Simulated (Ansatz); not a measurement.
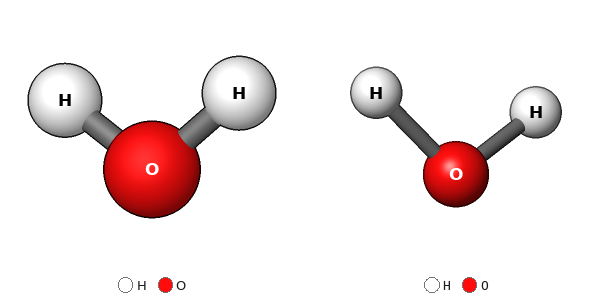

Two views of one molecule.

Question: What is the molecular formula?

Answer: H₂O, 3 atoms: 2 hydrogen and 1 oxygen.

Question: Give the symmetry (Schoenflies symbol).

Answer: C2v.

Question: Count the bonded pairs by element.

Answer: 2 O–H. Sticks follow a distance rule.

The parts below concern this one geometry. Atoms keep their numbers from picture to picture. Computed geometry: PBE0-D4/def2-TZVP optimisation.

**Charges**

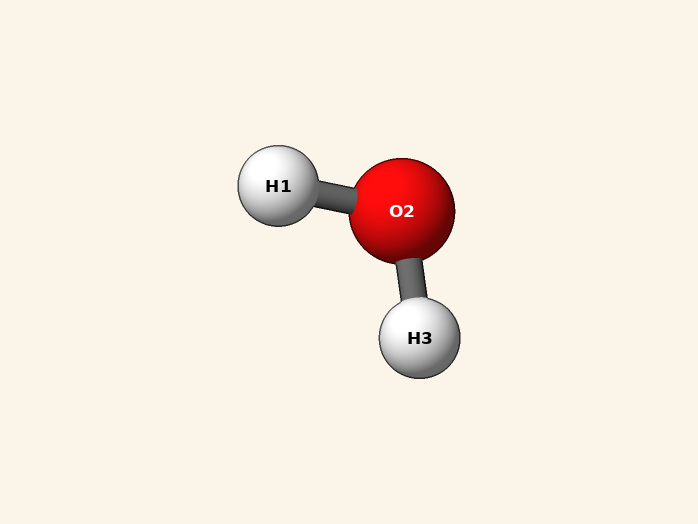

The questions are on Mulliken charges. Properties computed with RKS PBE0-D4/def2-TZVP (Ansatz 0.2.0).

Give the Mulliken charges atom by atom.

```json
{"atom": "H1", "value (e)": "0.32"}
{"atom": "O2", "value (e)": "−0.65"}
{"atom": "H3", "value (e)": "0.32"}
```

**Electronic properties**

Properties computed with RKS PBE0-D4/def2-TZVPP (Ansatz 0.2.0).

Question: Estimate the HOMO energy (Kohn–Sham orbital).

Answer: −8.90 eV.

Question: Estimate the HOMO–LUMO gap.

Answer: 9.75 eV.

**Dipole moment**

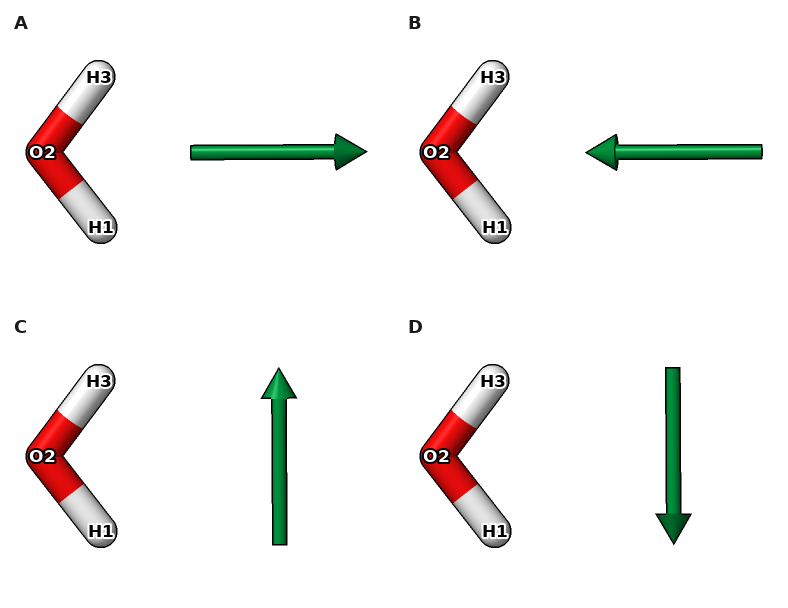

The same molecule four times, each with an arrow. Properties computed with RKS PBE0-D4/def2-TZVP (Ansatz 0.2.0).

Question: Which arrow points along the dipole moment, from the negative to the positive end?

Answer: A. The dipole moment is 2.07 D; it points from the side of O2 to the side of H1, H3 (the outermost atoms at the two ends).

Mulliken values depend strongly on the basis set and can even reverse the polarity of a bond.
